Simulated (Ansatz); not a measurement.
# C2H4In (SMILES C[CH+][In]) (charge +1, triplet): what the fields show

The calculation's input:

```
basis:
  gaussian:
    orbitals: def2-TZVPD
crystal:
  periodic: [false, false, false]
  atoms:
    - {symbol: C, position_ang: [-0.501937, -0.306317, 0.210406]}
    - {symbol: C, position_ang: [-0.496476, 0.235742, -1.147832]}
    - {symbol: In, position_ang: [-1.964890, 1.867430, -1.861626]}
    - {symbol: H, position_ang: [-1.264428, 0.124559, 0.877510]}
    - {symbol: H, position_ang: [0.484647, -0.138867, 0.684822]}
    - {symbol: H, position_ang: [-0.672123, -1.400104, 0.177239]}
    - {symbol: H, position_ang: [0.159193, -0.025272, -1.989062]}
output: {forces: true, orbitals: {seedname: orbitals}}
magnetization:
  spin_polarized: true
  initial_magnetization: 2
hamiltonian:
  xc: pbe0
total_charge: 1
```

Run with:

```sh
ansatz run input.yaml --threads 1 --pin off --max-ram 2610MiB --events-out events.jsonl --progress --plain --runs-dir runs
```

Geometry: PBE0-D3(BJ)/def2-SVP; core potentials replace the inner electrons of In.

Theory: isolated molecule in a Gaussian basis; Kohn-Sham density functional theory, functional PBE0 (Ansatz 0.2.0).

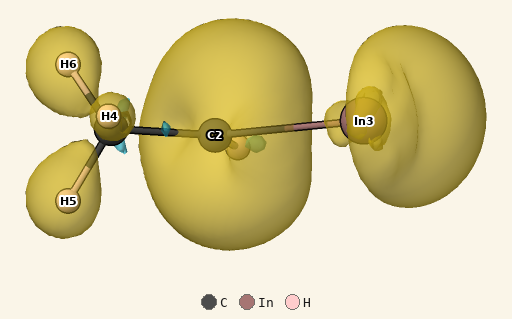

Figure 1. Isosurfaces of the spin density at +0.03 (yellow) and −0.03 e/Å³ (cyan), seen from one side.

### Where is the unpaired spin?

The unpaired spin (2 electrons) lies mostly on C2 (about 1.1), In3 (about 0.5), C1 (about 0.1) and H7 (about 0.1), in electrons by Hirshfeld's partition.

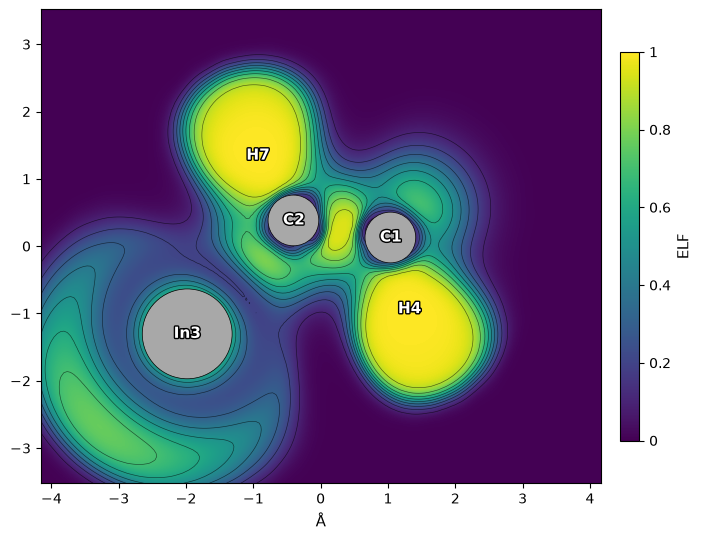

Figure 2. ELF on the plane of atoms C2, C1 and H4. Grey discs cover the atomic cores.

### What does the map show?

The plane passes through C, In and H nuclei. C–C (1.46 Å): the ELF peaks at about 0.95 between the atoms (localised, covalent bonding). C–In (2.31 Å): the ELF peaks at about 0.80 in the valence shell of C, 0.7 Å from its nucleus, and drops to about 0.20 between the two atoms. C–H (1.10 Å): the ELF climbs to about 1 towards the hydrogen, as it does in any bond to H: a covalent bond by its length.

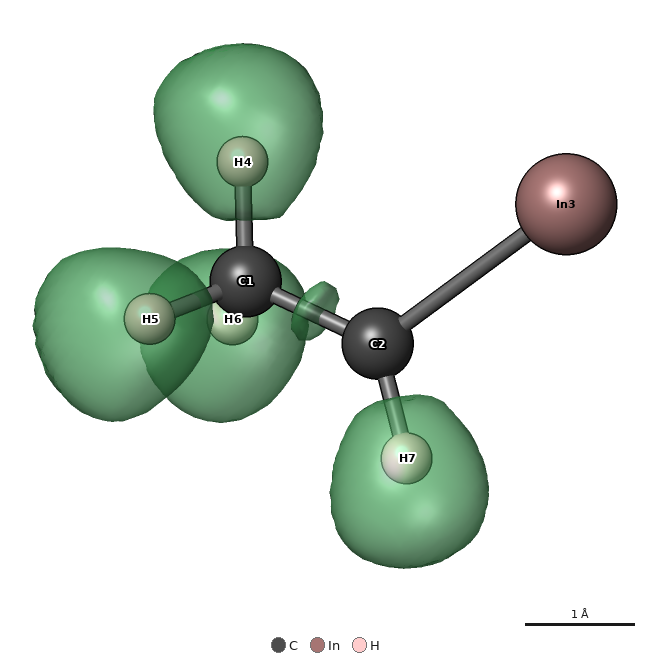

Figure 3. Isosurface of the electron localisation function at 0.9 (green), seen at a tilt. Core shells and regions of very low density are left out.

### Where are the electrons localised?

The surface consists of one region between bonded C–C atoms (shared pairs) and four regions around hydrogen nuclei.

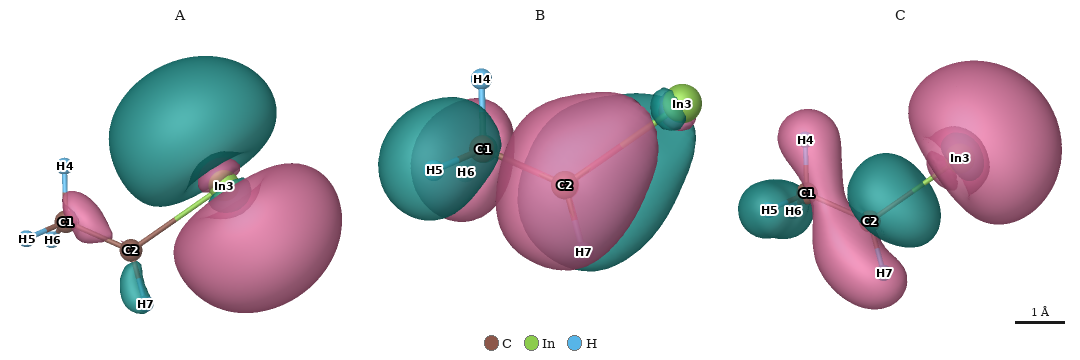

Figure 4. Three frontier orbitals at ±0.08 Å⁻³ᐟ² (teal and pink are the two phases), in no order.

### Order the three orbitals by energy and name them. All are α orbitals.

C is the HOMO−1 (α) (−12.42 eV). By Hirshfeld shares it lies mainly on In3 (about 55 %), C2 (about 30 %) and C1 (about 5 %). B is the HOMO (α) (−11.75 eV). By Hirshfeld shares it lies mainly on C2 (about 60 %), C1 (about 10 %) and In3 (about 10 %). A is the LUMO (α) (−6.95 eV). Its weight (Hirshfeld) is mainly on In3 (about 90 %).

### What is the gap between the highest occupied and lowest empty α orbitals?

4.80 eV between the orbital energies.
